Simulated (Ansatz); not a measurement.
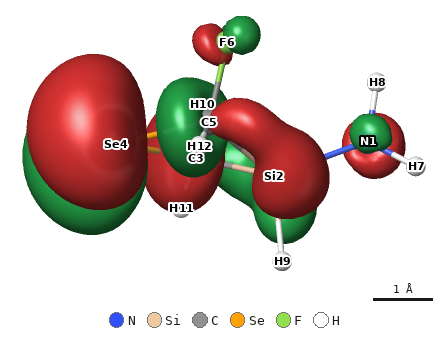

*C2H6FNSeSi. The LUMO at ±0.1 Å⁻³ᐟ² (green and red are the two phases), seen from one side.*

All numbers below come from RKS PBE-D4/def2-SVP in Ansatz 0.2.0.

```xyz
12

N    -0.9639   -1.6655   -0.3787
Si    0.1328   -0.3289   -0.5055
C     1.3255   -0.0748    0.9488
Se    1.1879    1.9045    0.6866
C    -0.5060    1.4756   -0.2687
F    -1.6294    1.5422    0.5547
H    -1.3487   -2.0964   -1.2220
H    -1.6368   -1.7059    0.3906
H     0.8531   -0.4698   -1.8156
H     0.9552   -0.3636    1.9522
H     2.3623   -0.4399    0.8166
H    -0.6549    2.1672   -1.1250
```

Where does this orbital lie, and at what energy?

Answer. Its weight (Hirshfeld) is mainly on Se4 (about 50 %), C3 (about 15 %), C5 (about 10 %) and Si2 (about 10 %). Its energy is −0.94 eV.
